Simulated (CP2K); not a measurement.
# C2HClF2 (SMILES FC(F)=CCl): GFN1-xTB

What is the energy change on altering one bond length of C2HClF2 at GFN1-xTB? 

The results are computed with CP2K 2026.2.

2 further runs of the same task are left out: 1 that didn't finish, 1 set aside as unsound or not needed.

## Step 1: The system as given

C2HClF2: 6 atoms, total charge 0, spin state singlet. SMILES: `FC(F)=CCl`. The coordinates come from a PBE0-D4/def2-TZVP relaxation.

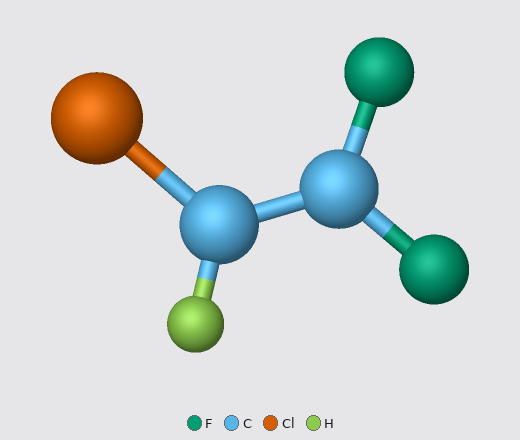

The structure, seen from a chosen angle (fluorine teal, carbon blue, chlorine orange, hydrogen green).

## Step 2: The energy at GFN1-xTB

File calc.inp:

```
&GLOBAL
  PROJECT_NAME calc
  RUN_TYPE ENERGY
  PRINT_LEVEL MEDIUM
&END GLOBAL

&FORCE_EVAL
  METHOD Quickstep
  &DFT
    &QS
      METHOD XTB
      EPS_DEFAULT 1.0E-10
      &XTB
        GFN_TYPE 1
        CHECK_ATOMIC_CHARGES F
      &END XTB
    &END QS
    &POISSON
      PERIODIC NONE
      POISSON_SOLVER ANALYTIC
    &END POISSON
    &SCF
      SCF_GUESS ATOMIC
      EPS_SCF 1.0E-07
      MAX_SCF 50
      &OT
        MINIMIZER DIIS
        PRECONDITIONER FULL_ALL
      &END OT
      &OUTER_SCF
        EPS_SCF 1.0E-07
        MAX_SCF 5
      &END OUTER_SCF
    &END SCF
    &PRINT
      &MOMENTS
        PERIODIC F
        REFERENCE COM
        MAX_MOMENT 1
      &END MOMENTS
      &MO_CUBES
        NLUMO 5
        NHOMO -1
        WRITE_CUBE F
      &END MO_CUBES
      &HIRSHFELD OFF
      &END HIRSHFELD
    &END PRINT
  &END DFT
  &SUBSYS
    # box in angstrom
    &CELL
      ABC 13.9 15.1 14.9
      PERIODIC NONE
    &END CELL
    &COORD
      SCALED T
      F    0.56978489   0.45231325   0.59711879
      C    0.52421942   0.46874901   0.52183893
      F    0.51881367   0.39786026   0.47196644
      C    0.48925468   0.54748874   0.50124027
      Cl   0.43021511   0.56733377   0.40288121
      H    0.49749640   0.60213974   0.54724832
    &END COORD
  &END SUBSYS
&END FORCE_EVAL
```

Command:

```sh
$ OMP_NUM_THREADS=1 cp2k.psmp -i calc.inp > calc.out 2>&1
```

Output, shortened:

```text
CP2K| version string:                                       CP2K version 2026.2
[...]
 GLOBAL| Method name                                                        CP2K
[...]
 GLOBAL| Run type                                                         ENERGY
[...]
                             - Atoms:                                          6
[...]
                             - Spherical basis functions:                     27
[...]
 Number of electrons:                                                         30
[...]
     1 OT DIIS     0.15E+00    0.0     0.09945167       -19.1397617342 -1.91E+01
[...]
    13 OT DIIS     0.15E+00    0.0     0.00000003       -19.2659272188 -1.38E-12
  *** SCF run converged in    13 steps ***
[...]
 TB_DIPOLE| Moment [Debye]         -0.30329549       1.49947106       0.22864320
 TB_DIPOLE| Derivative [a.u.]       0.00000000       0.00000000       0.00000000
[...]
 ENERGY| Total FORCE_EVAL ( QS ) energy [hartree]            -19.265927218829461
[...]
```

It took 0.36 s on 1 thread of Arm Neoverse V2, shared host.

## Step 3: The distorted shape, same level

File job.inp:

```
&GLOBAL
  PROJECT job
  RUN_TYPE ENERGY
  PRINT_LEVEL MEDIUM
&END GLOBAL

&FORCE_EVAL
  METHOD Quickstep
  &DFT
    CHARGE 0
    MULTIPLICITY 1
    # Quickstep
    &QS
      METHOD XTB
      EPS_DEFAULT 1.0E-10
      &XTB
        GFN_TYPE 1
        CHECK_ATOMIC_CHARGES F
      &END XTB
    &END QS
    &POISSON
      PERIODIC NONE
      POISSON_SOLVER ANALYTIC
    &END POISSON
    &SCF
      SCF_GUESS ATOMIC
      EPS_SCF 1.0E-07
      MAX_SCF 50
      &OT ON
        MINIMIZER DIIS
        PRECONDITIONER FULL_ALL
      &END OT
      &OUTER_SCF
        EPS_SCF 1.0E-07
        MAX_SCF 5
      &END OUTER_SCF
    &END SCF
    &PRINT
      &MOMENTS
        PERIODIC F
        REFERENCE COM
        MAX_MOMENT 1
      &END MOMENTS
      &MO_CUBES
        NLUMO 5
        NHOMO -1
        WRITE_CUBE F
      &END MO_CUBES
      &HIRSHFELD OFF
      &END HIRSHFELD
    &END PRINT
  &END DFT
  # atoms, cell and kinds
  &SUBSYS
    # box in angstrom
    &CELL
      ABC [angstrom] 14 15.3 14.9
      PERIODIC NONE
    &END CELL
    &COORD
      SCALED T
      F    0.57188979   0.44710892   0.59866352
      C    0.52664979   0.46332984   0.52338366
      F    0.52128264   0.39336775   0.47351117
      C    0.48672807   0.55269565   0.49969554
      Cl   0.42811021   0.57228127   0.40133648
      H    0.49491093   0.60663225   0.54570359
    &END COORD
  &END SUBSYS
&END FORCE_EVAL
```

Command:

```sh
$ OMP_NUM_THREADS=1 cp2k.psmp job.inp > job.out
```

Output, shortened:

```text
CP2K| version string:                                       CP2K version 2026.2
[...]
 GLOBAL| Method name                                                        CP2K
[...]
 GLOBAL| Run type                                                         ENERGY
[...]
                             - Atoms:                                          6
[...]
                             - Spherical basis functions:                     27
[...]
 Number of electrons:                                                         30
[...]
     1 OT DIIS     0.15E+00    0.0     0.11863895       -19.0925818246 -1.91E+01
[...]
    15 OT DIIS     0.15E+00    0.0     0.00000003       -19.2346113087 -8.60E-13
  *** SCF run converged in    15 steps ***
[...]
 TB_DIPOLE| Moment [Debye]         -0.29150485       1.37288465       0.18187460
 TB_DIPOLE| Derivative [a.u.]       0.00000000       0.00000000       0.00000000
[...]
 ENERGY| Total FORCE_EVAL ( QS ) energy [hartree]            -19.234611308738298
[...]
```

It took 0.36 s on 1 thread of Arm Neoverse V2, shared host.

## Step 4: What came out

Level: GFN1-xTB.

| quantity | value |
| --- | --- |
| first shape: total energy | -19.26593 Eh |
| first shape: dipole moment (from atomic charges alone) | 1.55 D |
| first shape: HOMO energy | -11.98 eV |
| first shape: dispersion energy | -4.17 kJ/mol |
| distorted shape: total energy | -19.23461 Eh |
| distorted shape: dipole moment (from atomic charges alone) | 1.42 D |
| distorted shape: HOMO energy | -11.44 eV |
| distorted shape: dispersion energy | -4.12 kJ/mol |
| energy change with the C2–C4 bond stretched from 1.321 to 1.519 Å | 0.852 eV |

What this shows: With the C2–C4 bond stretched from 1.321 to 1.519 Å the energy rises by 0.85 eV (82.2 kJ/mol). The first shape isn't relaxed at this level, so the change isn't measured from a minimum. The dipole (first shape) comes from point charges on the atoms alone, without atomic dipoles, so it is partial. The dipole (distorted shape) comes from point charges on the atoms alone, without atomic dipoles, so it is partial.
